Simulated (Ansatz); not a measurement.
System (SMILES): [GeH3] (GeH3), doublet.
Atoms: Ge1, H2, H3, H4. Bonds: Ge1-H2, Ge1-H3, Ge1-H4.

Basis-set convergence of the lowest harmonic wavenumber at B3LYP with Ansatz (a first-principles code). Each level at its own minimum, finite differences of forces, unscaled; the reference is a large set that could be run, not a limit. Cartesian d functions, on some or all atoms, in 6-31G; all else is spherical. The program fits the integrals of some runs and decomposes those of others, by size. Open shells are unrestricted. No added dispersion term, no relativity. Reference: the value in pcseg-3, 704 cm⁻¹. Deviations are taken from unrounded values.

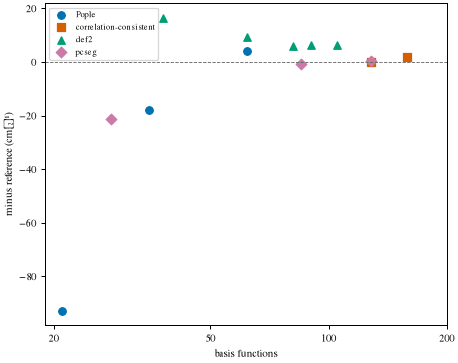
Fig. 1. Deviation from the reference against the number of basis functions, by family of sets.

```tsv
basis	functions	lowest harmonic wavenumber (cm⁻¹)	minus reference (cm⁻¹)
STO-3G	21	611	-93
pcseg-0	28	682	-21
6-31G	35	686	-18
def2-SV(P)	38	720	16
6-311G**	62	708	4
def2-SVPD	62	713	9
def2-TZVPD	81	710	6
pcseg-2	85	703	-1
def2-TZVPP	90	710	6
def2-TZVPPD	105	710	6
aug-cc-pVTZ	128	704	0
aug-pcseg-2	128	704	0
cc-pVQZ	158	705	2
```
